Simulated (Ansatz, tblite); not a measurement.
# Ge(OMe)H3 (CH6GeO): rung by rung, part 2 of 2

How do method and basis change the picture of Ge(OMe)H3 (CH6GeO) (singlet)?

Ansatz 0.2.0, Gaussian basis; as each input shows. Earlier steps stand in the parts before.

**17. B3LYP-D4/6-31G**

Contents of in.yaml:

```yaml
crystal:
  periodic: [false, false, false]
  atoms:
    - {symbol: Ge, position_ang: [-0.381083, 0.612565, -1.167426]}
    - {symbol: O, position_ang: [-0.341736, 0.558251, 0.635031]}
    - {symbol: C, position_ang: [0.339314, -0.544516, 1.222116]}
    - {symbol: H, position_ang: [-0.117243, -1.514155, 0.946983]}
    - {symbol: H, position_ang: [0.274468, -0.433219, 2.314724]}
    - {symbol: H, position_ang: [1.409306, -0.574003, 0.941787]}
    - {symbol: H, position_ang: [1.075916, 0.662092, -1.703300]}
    - {symbol: H, position_ang: [-1.168052, 1.896694, -1.493566]}
    - {symbol: H, position_ang: [-1.090888, -0.663709, -1.696338]}
basis:
  gaussian: {orbitals: 6-31G}
hamiltonian: {xc: {name: B3LYP}, dispersion: d4}
scf: {omitted_lower_state_checks: [starts]}
output: {orbitals: {seedname: orbitals}}
```

The run is started by

```console
$ ansatz run in.yaml --threads 4 --pin off --events-out ev --progress --plain --max-ram 3916MiB
```

The log of the run (excerpt; [...] marks lines left out):

```text
Functional definition: B3LYP
  name "B3LYP"
  cite "Stephens, Devlin, Chabalowski & Frisch, J. Phys. Chem. 98, 11623 (1994) doi:10.1021/j100096a001"
  cite "Becke, Phys. Rev. A 38, 3098 (1988) doi:10.1103/PhysRevA.38.3098"
  cite "Lee, Yang & Parr, Phys. Rev. B 37, 785 (1988) doi:10.1103/PhysRevB.37.785"
  cite "Vosko, Wilk & Nusair, Can. J. Phys. 58, 1200 (1980) doi:10.1139/p80-159"
[...]
645 factors; integrals over basis functions are off by at most 4.1e-4 eV
[...]
mean field -59690.55433455 eV, -2193.5874120838 hartree, gradient 2.1e-5 eV, S^2 0.000000; 0 other end points of the search recorded, 0 dependent functions left out
reference -59690.55456191 eV, -2193.5874204392 hartree; 26, 26 occupied and 33, 33 virtual orbitals, 645 factors
Total energy: -59690.76855942 eV, -2193.5952847026 hartree
Checks for a lower state left out: starts
```

Wall time 0.7 s (4 threads of Arm Neoverse V1, shared host).

HOMO -7.14 eV, LUMO 0.05 eV.

**18. PBE0-D4/def2-TZVPD**

in.yaml, as its differences from that of step 17:

```diff
@@ -13,4 +13,4 @@
 basis:
-  gaussian: {orbitals: 6-31G}
-hamiltonian: {xc: {name: B3LYP}, dispersion: d4}
+  gaussian: {orbitals: def2-TZVPD, initial_orbitals: start.molden}
+hamiltonian: {xc: pbe0, dispersion: d4}
 scf: {omitted_lower_state_checks: [starts]}
```

The command is unchanged.

The log of the run:

```text
Functional definition: PBE0
  name "PBE0"
  cite "Adamo & Barone, J. Chem. Phys. 110, 6158 (1999) doi:10.1063/1.478522"
  cite "Perdew, Burke & Ernzerhof, Phys. Rev. Lett. 77, 3865 (1996) doi:10.1103/PhysRevLett.77.3865"
  parent pbe
  parameter a = 0.25
  parameter kappa = 0.804
  parameter beta = 0.06672455060314922
  exchange = (1 - a)*pbe_x(kappa = kappa, mu = beta*pi^2/3) + a*exact_x
  correlation = pbe_c(beta = beta)
these checks for a lower state are left out or cut short: starts
1090 factors; their error is unknown
mean field evaluation 1: about -59690.2454 eV, gradient 7.2e0 eV
mean field evaluation 2: about -59690.2884 eV, gradient 9.1e-2 eV
mean field evaluation 4: about -59690.5149 eV, gradient 3.4e-4 eV
mean field -59690.51487992 eV, -2193.5859621529 hartree, gradient 1.2e-5 eV, S^2 0.000000; 0 other end points of the search recorded, 0 dependent functions left out
reference -59690.51491470 eV, -2193.5859634312 hartree; 26, 26 occupied and 159, 159 virtual orbitals, 1090 factors
Total energy: -59690.62582400 eV, -2193.5900392725 hartree
Checks for a lower state left out: starts
```

It took 2.1 s on 4 threads of Arm Neoverse V1, shared host.

HOMO -7.79 eV, LUMO -0.08 eV.

**19. PBE-D4/def2-TZVPD**

in.yaml, as its differences from that of step 18:

```diff
@@ -14,3 +14,3 @@
   gaussian: {orbitals: def2-TZVPD, initial_orbitals: start.molden}
-hamiltonian: {xc: pbe0, dispersion: d4}
+hamiltonian: {xc: pbe, dispersion: d4}
 scf: {omitted_lower_state_checks: [starts]}
```

The command is unchanged.

The log of the run:

```text
Functional definition: PBE
  name "PBE"
  cite "Perdew, Burke & Ernzerhof, Phys. Rev. Lett. 77, 3865 (1996) doi:10.1103/PhysRevLett.77.3865"
  parent pbe
  parameter kappa = 0.804
  parameter beta = 0.06672455060314922
  exchange = pbe_x(kappa = kappa, mu = beta*pi^2/3)
  correlation = pbe_c(beta = beta)
these checks for a lower state are left out or cut short: starts
1037 factors; their error is unknown
mean field evaluation 1: about -59688.6478 eV, gradient 1.3e1 eV
mean field evaluation 2: about -59688.8039 eV, gradient 2.2e-1 eV
mean field evaluation 4: about -59688.7816 eV, gradient 7.9e-4 eV
mean field -59688.78163370 eV, -2193.5222665291 hartree, gradient 6.3e-6 eV, S^2 0.000000; 0 other end points of the search recorded, 0 dependent functions left out
reference -59688.78167871 eV, -2193.5222681833 hartree; 26, 26 occupied and 159, 159 virtual orbitals, 1037 factors
Total energy: -59688.91438530 eV, -2193.5271450606 hartree
Checks for a lower state left out: starts
```

It took 1.6 s on 4 threads of Arm Neoverse V1, shared host.

Report: HOMO -6.24 eV, LUMO -0.88 eV.

**20. r2SCAN-D4/def2-TZVPD**

in.yaml, as its differences from that of step 19:

```diff
@@ -14,3 +14,3 @@
   gaussian: {orbitals: def2-TZVPD, initial_orbitals: start.molden}
-hamiltonian: {xc: pbe, dispersion: d4}
+hamiltonian: {xc: r2scan, dispersion: d4}
 scf: {omitted_lower_state_checks: [starts]}
```

Launched as before.

The log of the run:

```text
Functional definition: r2SCAN
  name "r2SCAN"
  cite "Furness, Kaplan, Ning, Perdew & Sun, J. Phys. Chem. Lett. 11, 8208 (2020) doi:10.1021/acs.jpclett.0c02405"
  cite "Furness, Kaplan, Ning, Perdew & Sun, J. Phys. Chem. Lett. 11, 9248 (2020) doi:10.1021/acs.jpclett.0c03077"
  parent r2scan
  parameter k0 = 0.174
  parameter k1 = 0.065
  parameter a1 = 4.9479
  exchange = r2scan_x(k0 = k0, k1 = k1, a1 = a1)
  correlation = r2scan_c
these checks for a lower state are left out or cut short: starts
1037 factors; their error is unknown
mean field evaluation 1: about -59699.2387 eV, gradient 9.7e0 eV
mean field evaluation 2: about -59699.3140 eV, gradient 1.3e-1 eV
mean field evaluation 4: about -59699.2938 eV, gradient 4.7e-4 eV
mean field -59699.29381734 eV, -2193.9085821524 hartree, gradient 2.2e-5 eV, S^2 0.000000; 0 other end points of the search recorded, 0 dependent functions left out
reference -59699.29383098 eV, -2193.9085826537 hartree; 26, 26 occupied and 159, 159 virtual orbitals, 1037 factors
Total energy: -59699.32572254 eV, -2193.9097546470 hartree
Checks for a lower state left out: starts
```

It took 3.1 s on 4 threads of Arm Neoverse V1, shared host.

From the report: HOMO -6.55 eV, LUMO -0.44 eV.

**21. CCSD(T)/def2-TZVPP**

in.yaml, as its differences from that of step 20:

```diff
@@ -13,4 +13,4 @@
 basis:
-  gaussian: {orbitals: def2-TZVPD, initial_orbitals: start.molden}
-hamiltonian: {xc: r2scan, dispersion: d4}
+  gaussian: {orbitals: def2-TZVPP, initial_orbitals: start.molden}
+correlation: {method: ccsd_t}
 scf: {omitted_lower_state_checks: [starts]}
```

Same command.

The log of the run (excerpt; [...] marks lines left out):

```text
Functional definition: HF
  name "HF"
  cite "Fock, Z. Phys. 61, 126 (1930) doi:10.1007/BF01340294"
  parent pbe
[...]
1166 factors; integrals over basis functions are off by at most 1.2e-3 eV
[...]
mean field -59637.43268723 eV, -2191.6352275520 hartree, gradient 3.8e-6 eV, S^2 0.000000; 0 other end points of the search recorded, 0 dependent functions left out
11 core orbitals not correlated: weight in the atoms' cores, before any rotation towards them, 1.000 or more for the frozen orbitals, at most 0.000 for the correlated occupied ones
reference -59637.43268723 eV, -2191.6352275520 hartree; 15, 15 occupied and 168, 168 virtual orbitals, 1166 factors
second order -18.57186368 eV of doubles, -0.00000000 eV of singles
cycle   1  -18.64080739 eV  change   -6.9e-2 eV  update   1.0e-1
[...]
cycle   9  -19.30360470 eV  change   -2.4e-5 eV  update   2.2e-5
perturbative correction -0.68074191 eV, -0.0250168038 hartree
Total energy: -59657.41703385 eV, -2192.3696387442 hartree
Checks for a lower state left out: starts
```

Run time: 54 s. Hardware: 4 threads of Arm Neoverse V1, shared host; peak memory 2.3 GiB.

Hartree-Fock HOMO -11.69 eV, LUMO 3.32 eV; T1 0.012.

**22. MP2/def2-TZVP**

in.yaml, as its differences from that of step 21:

```diff
@@ -13,4 +13,4 @@
 basis:
-  gaussian: {orbitals: def2-TZVPP, initial_orbitals: start.molden}
-correlation: {method: ccsd_t}
+  gaussian: {orbitals: def2-TZVP, initial_orbitals: start.molden}
+correlation: {method: mp2}
 scf: {omitted_lower_state_checks: [starts]}
```

The command is unchanged.

The log of the run:

```text
Functional definition: HF
  name "HF"
  cite "Fock, Z. Phys. 61, 126 (1930) doi:10.1007/BF01340294"
  parent pbe
  exchange = exact_x
  correlation = 0
these checks for a lower state are left out or cut short: starts
1024 factors; integrals over basis functions are off by at most 1.3e-3 eV
mean field evaluation 1: about -59636.4484 eV, gradient 2.9e1 eV
mean field evaluation 2: about -59637.2111 eV, gradient 8.9e-1 eV
mean field evaluation 4: about -59637.3900 eV, gradient 7.4e-3 eV
mean field evaluation 8: about -59637.3900 eV, gradient 9.7e-7 eV
mean field -59637.39001890 eV, -2191.6336595199 hartree, gradient 3.3e-6 eV, S^2 0.000000; 0 other end points of the search recorded, 0 dependent functions left out
11 core orbitals not correlated: weight in the atoms' cores, before any rotation towards them, 1.000 or more for the frozen orbitals, at most 0.000 for the correlated occupied ones
reference -59637.39001890 eV, -2191.6336595199 hartree; 15, 15 occupied and 120, 120 virtual orbitals, 1024 factors
second order -18.07715290 eV of doubles, -0.00000000 eV of singles
Total energy: -59655.46717181 eV, -2192.2979826359 hartree
Checks for a lower state left out: starts
```

Run time: 1.6 s. Hardware: 4 threads of Arm Neoverse V1, shared host.

Report: Hartree-Fock HOMO -11.69 eV, LUMO 3.32 eV.

**23. RPA/def2-TZVP**

in.yaml, as its differences from that of step 22:

```diff
@@ -14,4 +14,4 @@
   gaussian: {orbitals: def2-TZVP, initial_orbitals: start.molden}
-correlation: {method: mp2}
+hamiltonian: {xc: pbe}
+correlation: {method: rpa}
 scf: {omitted_lower_state_checks: [starts]}
-output: {orbitals: {seedname: orbitals}}
```

The command is unchanged.

The log of the run (excerpt; [...] marks lines left out):

```text
Functional definition: PBE
  name "PBE"
  cite "Perdew, Burke & Ernzerhof, Phys. Rev. Lett. 77, 3865 (1996) doi:10.1103/PhysRevLett.77.3865"
  parent pbe
[...]
1024 factors; integrals over basis functions are off by at most 1.3e-3 eV
[...]
mean field -59688.73214877 eV, -2193.5204479916 hartree, gradient 1.6e-6 eV, S^2 0.000000; 0 other end points of the search recorded, 0 dependent functions left out
11 core orbitals not correlated: weight in the atoms' cores, before any rotation towards them, 1.000 or more for the frozen orbitals, at most 0.000 for the correlated occupied ones
reference -59635.91418498 eV, -2191.5794236235 hartree; 15, 15 occupied and 120, 120 virtual orbitals, 1024 factors
Total energy: -59665.24786062 eV, -2192.6574163203 hartree
Checks for a lower state left out: starts
```

It took 2 s on 4 threads of Arm Neoverse V1, shared host.

**24. Levels side by side**

| level | functions | HOMO (eV) | LUMO (eV) | gap (eV) | time |
| --- | --- | --- | --- | --- | --- |
| HF/STO-3G | 34 | -8.61 | 11.59 | 20.20 | 0.1 s |
| HF/6-31G | 59 | -11.54 | 3.17 | 14.71 | 0.3 s |
| HF/def2-TZVP | 146 | -11.69 | 3.32 | 15.01 | 0.65 s |
| PBE-D4/def2-SVP | 90 | -6.00 | -0.39 | 5.61 | 0.65 s |
| PBE-D4/def2-TZVP | 146 | -6.19 | -0.64 | 5.54 | 1.3 s |
| PBE-D4/def2-TZVPD | 185 | -6.24 | -0.88 | 5.36 | 1.6 s |
| r2SCAN-D4/def2-TZVP | 146 | -6.52 | -0.28 | 6.23 | 2.2 s |
| r2SCAN-D4/def2-TZVPD | 185 | -6.55 | -0.44 | 6.11 | 3.1 s |
| B97M-V/def2-TZVP | 146 | -6.70 | -0.46 | 6.23 | 5 s |
| B3LYP-D4/6-31G | 59 | -7.14 | 0.05 | 7.19 | 0.7 s |
| PBE0-D4/def2-SVP | 90 | -7.62 | 0.50 | 8.12 | 0.9 s |
| PBE0-D4/def2-TZVP | 146 | -7.75 | 0.24 | 7.99 | 1.9 s |
| PBE0-D4/def2-TZVPD | 185 | -7.79 | -0.08 | 7.71 | 2.1 s |
| r2SCAN0-D4/def2-TZVP | 146 | -7.99 | 0.45 | 8.44 | 2.5 s |
| CAM-B3LYP-D4/def2-TZVP | 146 | -9.19 | 1.21 | 10.41 | 1.6 s |
| LC-ωPBE/def2-TZVP | 146 | -10.51 | 2.46 | 12.97 | 1.4 s |
| ωB97X-V/def2-TZVP | 146 | -10.21 | 2.28 | 12.49 | 4 s |
| ωB97M-V/def2-TZVP | 146 | -10.14 | 2.01 | 12.16 | 5.5 s |

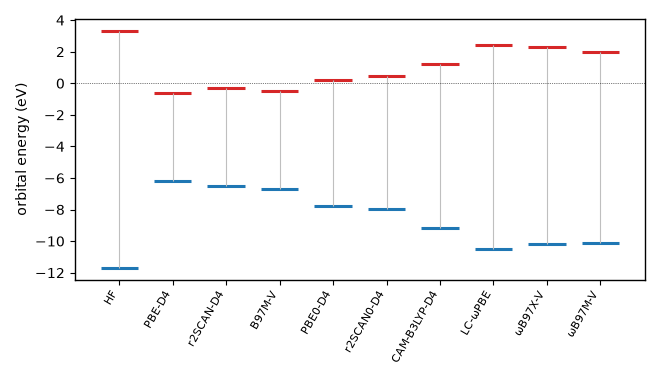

Highest filled (blue) and lowest empty (red) level in def2-TZVP.

The pieces so far (eV):

| basis | HF | MP2 correlation | CCSD correlation | (T) | total |
| --- | --- | --- | --- | --- | --- |
| def2-TZVPP | -59637.4327 | -18.5719 | -19.3036 | -0.6807 | -59657.4170 |
| def2-TZVP | -59637.3900 | -18.0772 |  |  | -59655.4672 (MP2) |

**25. Binding energy**

Free atoms were run apart at each level; binding is atoms less cluster, divided by the number of atoms, without zero-point or spin-orbit terms.

Differences are taken before rounding.

| method | binding an atom (eV) | from CCSD(T)/def2-TZVPP (eV) | time |
| --- | --- | --- | --- |
| HF/STO-3G | 3.206 | -0.111 | 0.1 s |
| HF/6-31G | 2.239 | -1.077 | 0.3 s |
| HF/def2-TZVP | 2.436 | -0.880 | 0.65 s |
| HF/def2-TZVPP | 2.441 | -0.876 |  |
| PBE-D4/def2-SVP | 3.400 | +0.084 | 0.65 s |
| PBE-D4/def2-TZVP | 3.387 | +0.071 | 1.3 s |
| PBE-D4/def2-TZVPD | 3.389 | +0.072 | 1.6 s |
| r2SCAN-D4/def2-TZVP | 3.368 | +0.051 | 2.2 s |
| r2SCAN-D4/def2-TZVPD | 3.369 | +0.053 | 3.1 s |
| B97M-V/def2-TZVP | 3.385 | +0.069 | 5 s |
| B3LYP-D4/6-31G | 3.249 | -0.067 | 0.7 s |
| PBE0-D4/def2-SVP | 3.348 | +0.032 | 0.9 s |
| PBE0-D4/def2-TZVP | 3.335 | +0.019 | 1.9 s |
| PBE0-D4/def2-TZVPD | 3.337 | +0.021 | 2.1 s |
| r2SCAN0-D4/def2-TZVP | 3.317 | 0.000 | 2.5 s |
| CAM-B3LYP-D4/def2-TZVP | 3.380 | +0.064 | 1.6 s |
| LC-ωPBE/def2-TZVP | 3.336 | +0.020 | 1.4 s |
| ωB97X-V/def2-TZVP | 3.382 | +0.066 | 4 s |
| ωB97M-V/def2-TZVP | 3.358 | +0.041 | 5.5 s |
| MP2/def2-TZVP | 3.266 | -0.051 | 1.6 s |
| CCSD/def2-TZVPP | 3.275 | -0.042 |  |
| CCSD(T)/def2-TZVPP | 3.316 | 0 | 54 s |

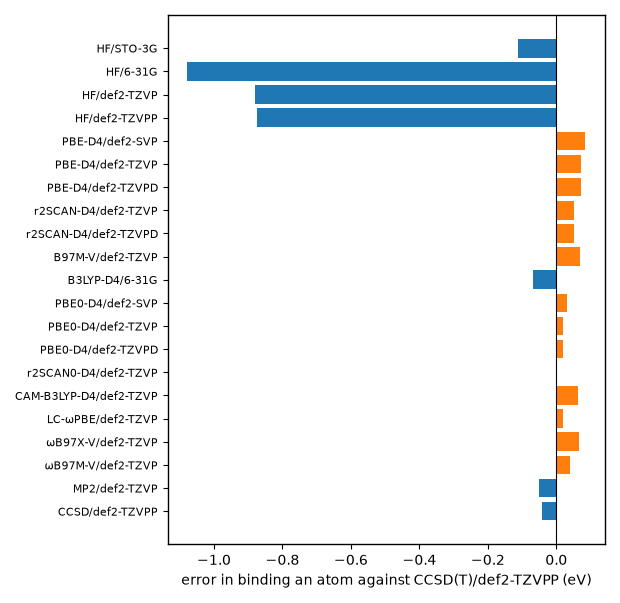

How far each level lands from CCSD(T)/def2-TZVPP.

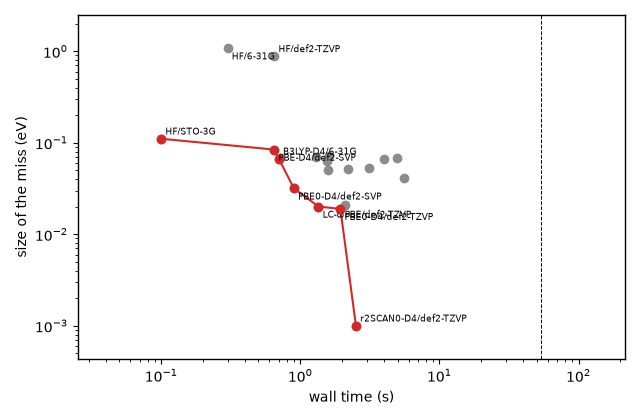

Miss against cost. Red marks the levels that no quicker level drawn beats (of those quicker than the yardstick), and the dashed line is the time of CCSD(T)/def2-TZVPP. Only those levels and the largest misses are named. Misses under 0.001 eV are drawn at that value. Times are from a shared host.

**26. What came out**

The summary covers parts 1 to 2.

| quantity | value |
| --- | --- |
| gap in def2-TZVP, named functionals and Hartree-Fock, smallest and largest | 5.54 eV (PBE-D4), 15.01 eV (HF) |
| correlation energy, CCSD(T)/def2-TZVPP | -19.98 eV |
| correlation energy, MP2/def2-TZVP | -18.08 eV |
| binding an atom, CCSD(T)/def2-TZVPP | 3.316 eV |
| PBE0 total energy, smallest basis above largest | 10.89 eV (def2-SVP, def2-TZVPD) |

Over the named functionals and Hartree-Fock in def2-TZVP the gap runs from 5.54 eV (PBE-D4) to 15.01 eV (HF); exact exchange widens it. A small miss in a minimal or small basis is a cancelling of errors, not accuracy. The functionals in def2-TZVP miss CCSD(T)/def2-TZVPP by 0.000 (r2SCAN0-D4) to +0.071 eV (PBE-D4) an atom. The reference is CCSD(T) in one finite basis, so it carries an error of its own, often a tenth of an eV or more, and near misses can't be ranked.

r2SCAN0-D4/def2-TZVP reaches 0.000 eV from the reference in 2.5 s, where CCSD(T)/def2-TZVPP took 54 s; the quickest level in the cost chart, HF/STO-3G, takes 0.1 s and misses by 0.111 eV. The slowest run with a step of its own, CCSD(T)/def2-TZVPP, took 54 s; the quickest functional in def2-TZVP took 1.3 s (shared host).
